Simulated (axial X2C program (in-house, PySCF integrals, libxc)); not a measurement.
## IMg⁻: relativistic diatomic calculation

- system: IMg⁻, single determinant with Ω = 0.
- method: LDA, two-component X2C with atomic mean-field Coulomb and Gaunt terms, I dyall-acv3z, Mg dyall-av3z (cores contracted) (axial X2C program (in-house, PySCF integrals, libxc))

## Input
```
{"zs": [53, 12], "q": -1, "bas": ["dyall-acv3z", "dyall-av3z"], "levels": ["PBE0", "HF", "LDA"], "cc": true, "r0": 2.72, "thr": -2.0, "nmax": 90, "npts": 10, "nst": 2, "ntry": 6}
```

The line is the task of a batch: nuclear charges, charge, bases, the levels to run, a first guess of the distance and further settings. This report covers LDA with spin-orbit coupling. The log is that of the reference distance 2.93 Å.

The run was one of a batch that the task file lists, launched with:
```bash
python <driver script> task.json out
```

## Output
```
two-component X2C + atomic mean field  LDA
basis functions 235  fitting functions 1038  grid points 5085
iter        total energy     max residual
   1      -7305.774964617     8.31e-01
   2      -7305.792067767     1.18e-02
   3      -7305.792142060     3.37e-03
   4      -7305.792345708     2.14e-03
   5      -7305.792387958     7.94e-04
   6      -7305.792395059     3.67e-05
   7      -7305.792395149     2.18e-05
   8      -7305.792395180     4.56e-06
   9      -7305.792395182     5.58e-07
converged
one-electron -10267.62184179  Coulomb 3043.60887154  exact exchange 0.00000000  xc functional -192.29678191  nuclear repulsion 114.86577002  atomic mean-field constant -4.34841305
```

## The points of the curve

| R (Å) | E (hartree) | dipole (D; origin at the first atom, positive when the second is positive) | highest filled (eV) | lowest empty (eV) |
| --- | --- | --- | --- | --- |
| 2.549 | −7305.786475 | −8.81 | 0.45 | 1.90 |
| 2.666 | −7305.790598 | −8.44 | 0.35 | 1.91 |
| 2.754 | −7305.792089 | −8.15 | 0.28 | 1.91 |
| 2.842 | −7305.792571 | −7.85 | 0.19 | 1.91 |
| 2.930 | −7305.792395 | −7.54 | 0.11 | 1.91 |
| 3.033 | −7305.791571 | −7.19 | 0.01 | 1.90 |
| 3.135 | −7305.790284 | −6.84 | −0.09 | 1.89 |
| 3.267 | −7305.788305 | −6.41 | −0.21 | 1.87 |
| 3.428 | −7305.785549 | −5.93 | −0.34 | 1.85 |
| 3.663 | −7305.781555 | −5.28 | −0.48 | 1.79 |

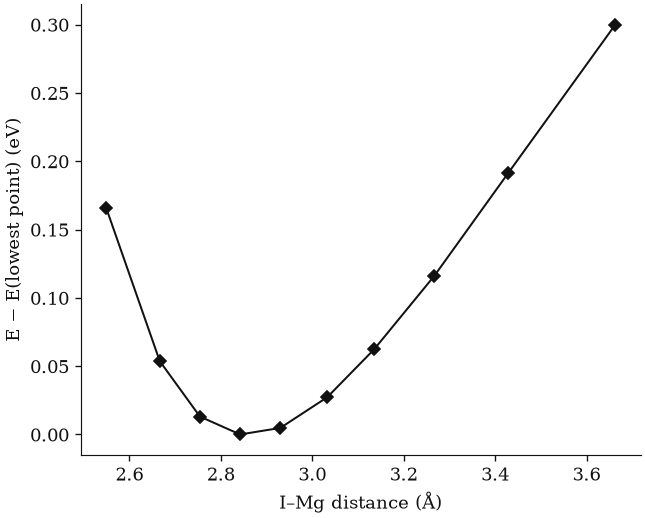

Fig. 1: Energy at 10 bond lengths, for one set of occupations held fixed; the line joins the points. A polynomial of degree 6 through 9 points gives rₑ = 2.858 Å, ωₑ = 176.1 cm⁻¹, ωₑxₑ = 1.4 cm⁻¹ and Bₑ = 0.1023 cm⁻¹. The minimum lies 0.90 eV below I⁻ + Mg, each computed as one determinant at the same level.

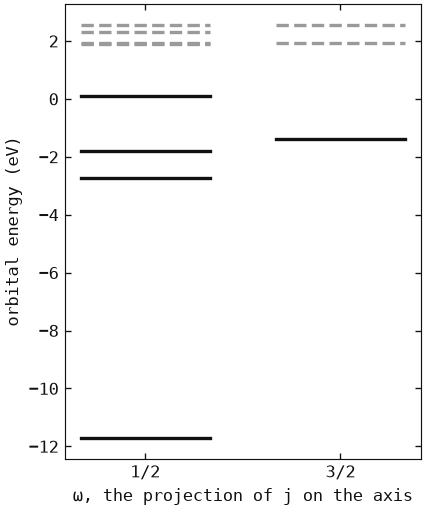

Fig. 2: Orbital energies near the frontier at 2.93 Å, filled (solid) and empty (dashed); the Kramers partners at −ω are degenerate and not drawn. The highest filled spinor (1/2; 60 % Mg s, 16 % Mg p) lies at 0.11 eV, the lowest empty one (1/2; 86 % Mg p, 13 % Mg s) at 1.91 eV. A filled level above zero is held only by the finite basis .

## Summary

```
                 quantity                                                                 value
                  outcome                             converged; a filled level lies above zero
           bond length rₑ                                                               2.858 Å
                       ωₑ                                                            176.1 cm⁻¹
    energy at the minimum                                                   −7305.79260 hartree
depth below the fragments                                                               0.90 eV
                 hardware  1 thread of Arm Neoverse N1, 98 GiB of memory available, shared host
                wall time                                                                 4.4 s
              peak memory                                                              0.72 GiB
```

## Notes

The highest filled level (LDA, up to 0.45 eV) lies above zero. That is common for anions, where the functional's self-interaction leaves the outer electrons unbound; only the finite basis holds them, so such levels depend on it.
